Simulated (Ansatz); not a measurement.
**Pt (111): surface energy and levels, part 1 of 2**

Aim: for Pt, compute energy, relaxation and work function or band edges of the (111) face.

Method: DFT r2SCAN, scalar-relativistic, plane waves, PAW, in Ansatz 0.2.0.

1 further run of the same task is left out (set aside as unsound or not needed).

### Step 1. The starting structure

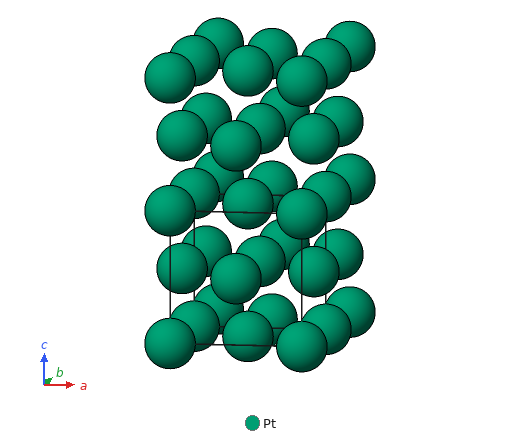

The starting structure, seen slightly off an axis (platinum teal). 1×2×2 cells are drawn. Atoms on the faces are drawn again on the opposite ones. The cell drawn here is the conventional one.

Structure file:

```
Pt
1.0
     0.00000    1.97009    1.97009
     1.97009    0.00000    1.97009
     1.97009    1.97009    0.00000
Pt
1
Direct
  0.00000 0.00000 0.00000
```

This cell was relaxed beforehand with the same method: volume 15.29 Å³/atom, gap on the mesh none (metal).

### Step 2. Bulk reference on the slab's mesh

Contents of input.yaml:

```yaml
crystal:
  lattice:
    - [2.7861346169, 0.0, 0.0]
    - [-1.3930673085, 2.4128633566, 0.0]
    - [1.3930673085, 0.8042877855, 2.2748693887]
  atoms:
    - { symbol: Pt, position: [0.0, 0.0, 0.0] }
basis:
  ecutwfc: 500
kpoints:
  mp_grid: { grid: [15, 15, 15] }
hamiltonian:
  xc: r2scan
scf:
  occupations: { method: gaussian, width: 0.1 }
output:
  forces: true
  stress: true
  eigenvalues: true
```

The run is started by

```console
$ ansatz run input.yaml --threads 2 --pin off --max-ram 5120MiB --backend cpu --events-out ev --progress --plain --runs-dir out
```

The log of the run, cut to the lines that bear on the results:

```text
[...]
SCF converged after 6 iterations
Free energy (F): -12536.790962 eV
[...]
E sigma→0 (E₀):  -12536.787367 eV
Entropy (-TS):   -0.007190 eV (-7.190 meV/atom)
Fermi energy:    22.712797 eV
[...]
--- Forces (eV/Å), atoms counted from 1 ---
  atom   1  Pt     0.00000000    -0.00000000     0.00000000
[...]
--- Stress (GPa, compression-positive) ---
       -0.009644       0.000000      -0.000000
        0.000000      -0.009644      -0.000000
       -0.000000      -0.000000      -0.009644
  P = ⅓ Tr σ = -0.0096 GPa (-0.096 kbar)
--- Band table (eV; the first three rows and the last of 120) ---
  k-point 0: bands = ["-77.7938", "-31.1776", "-31.1776", "-31.1776", "12.3891", "18.8716", "18.8716", "18.8716", "20.9874", "20.9874", "38.0861", "43.1681", "43.1681"]
[...]
```

Wall time 2.7 s (2 threads of AMD EPYC 7R43 (Zen 3), shared host); peak memory 0.41 GiB.

Bulk reference and slab share their plane, in-plane mesh and smearing. Its energy with the smearing taken to zero: -12536.7874 eV/atom.

### Step 3. The (111) slab

Planes are indexed in the bulk's conventional cell (Fm-3m (No. 225)), a = 3.940 Å, b = 3.940 Å, c = 3.940 Å, α = 90.00°, β = 90.00°, γ = 90.00°.

The slab is a (111) slab, 11.4 Å thick as cut, with 15 Å of vacuum; its outer planes are Pt (top) and Pt (bottom).

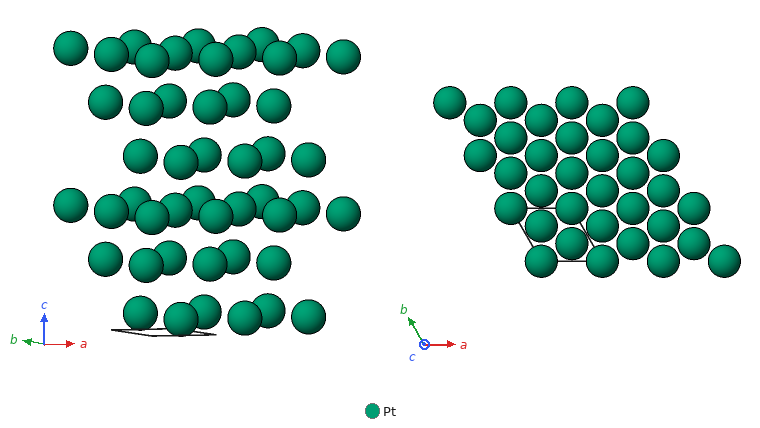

The slab as cut, seen from the side (left, normal up) and from above (right); platinum teal. 3×3 surface cells are drawn (two deep in side views), with atoms on the cell's edges repeated; the outline under the slab is one cell, and the vacuum is left out.

### Step 4. Single point on the unrelaxed (111) slab

A dipole layer in the vacuum cancels the field that periodic copies would set up if the slab's two faces differ.

Contents of input.yaml:

```yaml
crystal:
  lattice:
    - [2.7861346169, 0.0, 0.0]
    - [-1.3930673085, 2.4128633566, 0.0]
    - [0.0, 0.0, 26.3743469435]
  atoms:
    - { symbol: Pt, position: [0.6666666667, 0.3333333333, 0.2843672306] }
    - { symbol: Pt, position: [0.3333333333, 0.6666666667, 0.3706203384] }
    - { symbol: Pt, position: [0.0, 0.0, 0.4568734461] }
    - { symbol: Pt, position: [0.6666666667, 0.3333333333, 0.5431265539] }
    - { symbol: Pt, position: [0.3333333333, 0.6666666667, 0.6293796616] }
    - { symbol: Pt, position: [0.0, 0.0, 0.7156327694] }
basis:
  ecutwfc: 500
kpoints:
  mp_grid: { grid: [15, 15, 1] }
hamiltonian:
  xc: r2scan
scf:
  occupations: { method: gaussian, width: 0.1 }
output:
  forces: true
  stress: true
  eigenvalues: true
  write_density: true
  write_potential: true
  elf: true
  volumetric_format: npy
efield:
  axis: 3
  dipole_correction: true
```

The run is started by

```console
$ ansatz run input.yaml --threads 2 --pin off --max-ram 5120MiB --backend cpu --events-out ev --progress --plain --runs-dir out
```

The log of the run, cut to the lines that bear on the results:

```text
Warning: RAYON_NUM_THREADS=2 ignored (pool sized by the plan → 2); use --threads N
[...]
Pseudopotentials: kind: paw
Pseudopotential: Pt, paw, valence charge 18, recommended cutoff 500 eV (meta_gga), Pt.paw.azcp
Functional definition: r2SCAN
[...]
Crystal: 6 atoms, lattice volume = 177.303 Å³
Basis set: ecut = 500 eV, 4465 PW (Γ), exchange–correlation on 96×96×800 points (64 copies of the dense FFT grid, shifted against one another)
Bands: 65, of which v1, the nominal top of the filled ones, is band 54 counted from 1 (53 counted from 0)
Symmetry: 6 space group operations
k-points: 27 of 225 (time reversal used)
[...]
SCF iter   1: F=—  HF=-75219.371528 eV  |F-HF|=—  |Δ(HF+E_count)|=         —  Δρ=1.68e-2  dr2=4.00e0  dr2_τ=1.01e-1  ethr=1.77e-3  p=-0.000 e·Å  D=-1.40e-13 V/Å  ΔV_dip=0.00 eV  dr2_dipole=1.43e-6  V_vac-E_F(+/−)=5.58/5.58 eV  ⟨swp⟩=8.4  Hψ=7606  notcnv=0  defer=16
[...]
WARN: The output density's exchange-correlation potential varies sharply where the density is thin. Do not read a vacuum level from v_tot or v_xc, or from such a field of the output density. On a cell that repeats whose density bears no net charge and no dipole along the vacuum's axis use [...]
SCF converged after 10 iterations
Free energy (F): -75219.345952 eV
[...]
E sigma→0 (E₀):  -75219.322020 eV
Entropy (-TS):   -0.047864 eV (-7.977 meV/atom)
Fermi energy:    8.914488 eV
Dipole field:    D = -0.000002 V/Å  (p = -0.000002 e·Å, saw-weighted, corrected)
Work function:   Φ+ = 5.7818 eV   Φ− = 5.7818 eV
Levels:          The Fermi level and band energies are counted from a zero that moves with the ramp; work functions are not
[...]
--- Forces (eV/Å), atoms counted from 1 ---
  atom   1  Pt     0.00000000     0.00000000    -0.18143874
  atom   2  Pt     0.00000000     0.00000000     0.24815702
  atom   3  Pt    -0.00000000     0.00000000     0.02108264
  atom   4  Pt     0.00000000     0.00000000    -0.02108320
  atom   5  Pt    -0.00000000    -0.00000000    -0.24815648
  atom   6  Pt    -0.00000000    -0.00000000     0.18143750
[...]
--- Stress (GPa, compression-positive) ---
       -4.341418       0.000000       0.000000
        0.000000      -4.341418      -0.000000
       -0.000000      -0.000000       0.290902
  P = ⅓ Tr σ = -2.7973 GPa (-27.973 kbar)
--- Band table (eV; the first three rows and the last of 27) ---
[...]
```

Wall time 48 s (2 threads of AMD EPYC 7R43 (Zen 3), shared host); peak memory 1 GiB.

Read from this run: work function 5.78 eV.

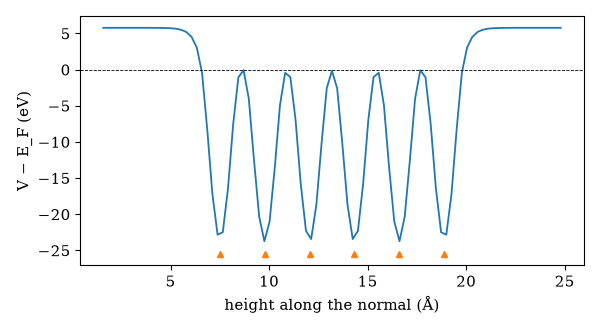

Plane-averaged electrostatic potential energy of an electron across the slab, counted from the Fermi level; triangles mark the atomic planes. The flat parts are the vacuum levels.

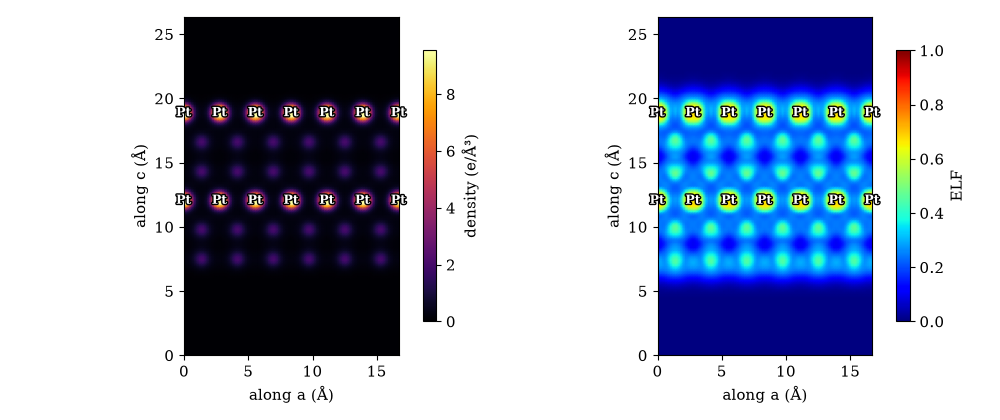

Density (left) and ELF (right) in a lattice plane of the grid's cell (edges 2.79 and 26.37 Å, at 0.000 of the third edge), which holds Pt. Only atoms in the plane are labelled; the density scale stops at 9.54 e/Å³. Both are smooth fields of the valence electrons: close to the nuclei they are not physical.

(Continued in part 2 of 2.)
